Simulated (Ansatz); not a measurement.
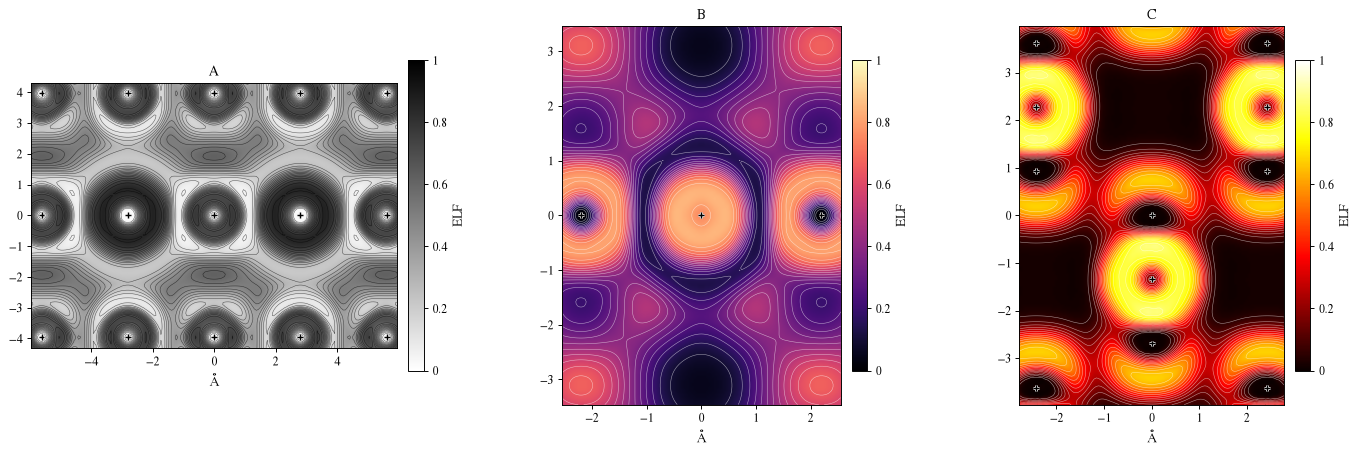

The electron localisation function of 3 systems, each on a plane through atoms (crosses mark nuclei in the plane).

Theory: Ansatz 0.2.0, DFT PBE, scalar-relativistic, plane waves, PAW.

System 1: Sc₆WS, the (110) plane of the conventional cell. Space group Pm-3m; a structure generated by program, which may or may not match a known phase.

System 2: Hf₃N, the (110) plane of the conventional cell. Space group Pm-3m; a structure generated by program, which may or may not match a known phase; computed without spin polarisation.

```cif
data_structure
_symmetry_space_group_name_H-M 'P 1'
_symmetry_Int_Tables_number 1
_cell_length_a 4.3969
_cell_length_b 4.3969
_cell_length_c 4.3969
_cell_angle_alpha 90.000
_cell_angle_beta 90.000
_cell_angle_gamma 90.000
_cell_volume 85.01
loop_
_atom_site_label
_atom_site_type_symbol
_atom_site_fract_x
_atom_site_fract_y
_atom_site_fract_z
_atom_site_occupancy
Hf1 Hf 0.00000 0.50000 0.00000 1
Hf2 Hf 0.00000 0.00000 0.50000 1
Hf3 Hf 0.50000 0.00000 0.00000 1
N1 N 0.00000 0.00000 0.00000 1
```

System 3: B₂O, the (100) plane of the conventional cell. Space group Fmmm; a structure generated by program, which may or may not match a known phase.

```
CELL_PARAMETERS angstrom
2.95970 0.00000 0.00000
0.00000 4.85587 0.00000
0.00000 0.00000 7.25288
ATOMIC_POSITIONS crystal
B 0.50000 0.00000 0.18561
B 0.00000 0.50000 0.18561
B 0.00000 0.00000 0.68561
B 0.50000 0.50000 0.68561
B 0.00000 0.00000 0.31439
B 0.50000 0.50000 0.31439
B 0.50000 0.00000 0.81439
B 0.00000 0.50000 0.81439
O 0.50000 0.00000 0.00000
O 0.00000 0.50000 0.00000
O 0.00000 0.00000 0.50000
O 0.50000 0.50000 0.50000
```

### Which map belongs to which system?

Panel A is system 1, Sc₆WS: the plane holds Sc, W and S. Sc–S (2.80 Å): the ELF peaks at about 0.85 in the valence shell of S, 0.8 Å from its nucleus, and is about 0.30 at the midpoint. Panel B is system 2, Hf₃N: the plane holds Hf and N. Hf–N (2.20 Å): the ELF peaks at about 0.80 in the valence shell of N, 0.6 Å from its nucleus, and drops to about 0.15 between the two atoms; no shared electron pair shows on this line. Panel C is system 3, B₂O: the plane holds B and O. B–O (1.35 Å): the ELF peaks at about 0.85 between the atoms.
